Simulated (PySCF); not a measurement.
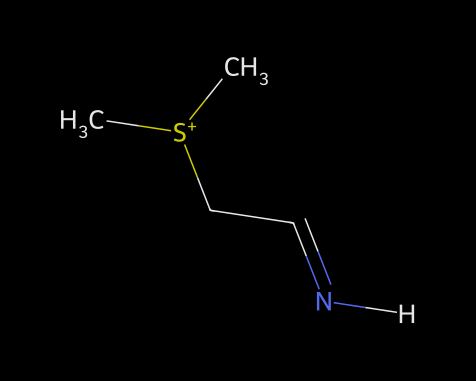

The picture comes from a calculation with PySCF.

State: charge +1, singlet.

> Transcribe the drawing into SMILES.

[H]/N=C/C[S+](C)C

> Give the formula, hydrogens included.

C4H10NS, charge +1.

> An optimisation with PBE0-D3(BJ)/def2-SVP gave a structure of which point group?

C1. Other conformers may differ.
